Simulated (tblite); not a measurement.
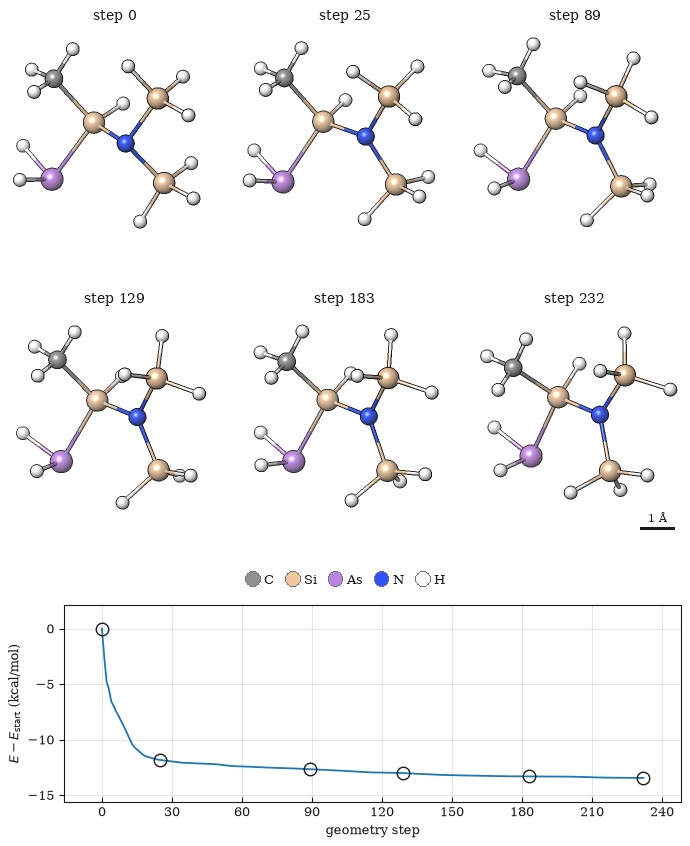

Frames of a relaxation of CH$_{12}$AsNSi$_{3}$, marked on the history of the run. A ball-and-stick model, seen at a tilt.

All numbers below come from tblite, GFN2-xTB geometry optimisation, gas phase. 

What happens along the run?

Over 232 geometry steps the energy falls by 13.5 kcal/mol. The largest move after the best rigid fit is that of an H atom, 1.72 Å. Largest moves by element: H 1.72 Å, As 0.82 Å, N 0.76 Å, Si 0.55 Å, C 0.25 Å. Among the contacts that change: As–Si 3.791 → 3.529 Å, N–Si 1.804 → 1.742 Å, As–H 1.554 → 1.503 Å, N–Si 1.778 → 1.738 Å. Among the angles between lasting bonds that change: Si–N–Si 106.7° → 121.4°, Si–N–Si 108.2° → 119.9°, Si–N–Si 108.1° → 118.2°. The run took 1.9 s on 1 thread of Arm Neoverse V2, with other jobs on the host. From step 0 to 25: the N atom moves most (0.51 Å), energy −11.8 kcal/mol. From step 25 to 89: an H atom moves most (0.51 Å), energy −0.83 kcal/mol. From step 89 to 129: H atoms move most (0.42 Å), energy −0.35 kcal/mol. From step 129 to 183: an H atom moves most (0.40 Å), energy −0.29 kcal/mol. From step 183 to 232: an H atom moves most (0.51 Å), energy −0.14 kcal/mol.
